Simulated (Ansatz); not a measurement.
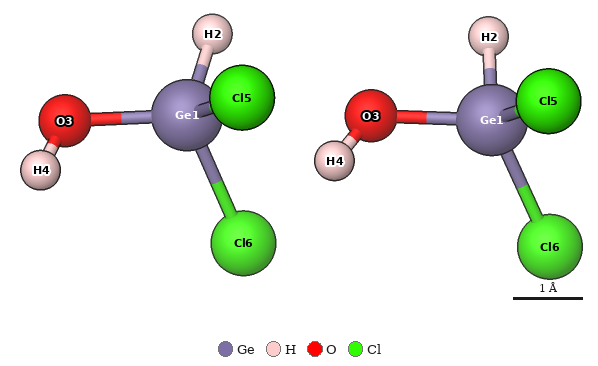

Two geometries of GeH₂OCl₂, drawn at one scale. One is the start of a relaxation, the other its converged end. The picture is a ball-and-stick view, seen from a free direction.

Level of theory: RKS BLYP/def2-SVPD (Ansatz 0.2.0). (no spin polarisation; force threshold 0.03 eV/Å; at most 50 steps)

**Which of the two is the end point?**

The left one is the relaxed one. The run prepares an end point of a later path (reaction) calculation, from a guessed geometry. After 6 geometry steps the energy has fallen by 6.27 kcal/mol. Largest force component: 1 eV/Å at the start, 0.0018 eV/Å at the end. The largest move after the best rigid fit is that of H2, 0.34 Å. By element the largest moves are H 0.34 Å, O 0.14 Å, Cl 0.13 Å, Ge 0.12 Å. Some distances before and after: Ge1–O3 1.773 → 1.793 Å, Ge1–Cl5 2.196 → 2.202 Å, Ge1–H2 1.532 → 1.536 Å. Bond angles that change, for instance: H2–Ge1–O3 85.6° → 107.0°, H2–Ge1–Cl5 117.5° → 111.1°, Ge1–O3–H4 121.0° → 114.6°.
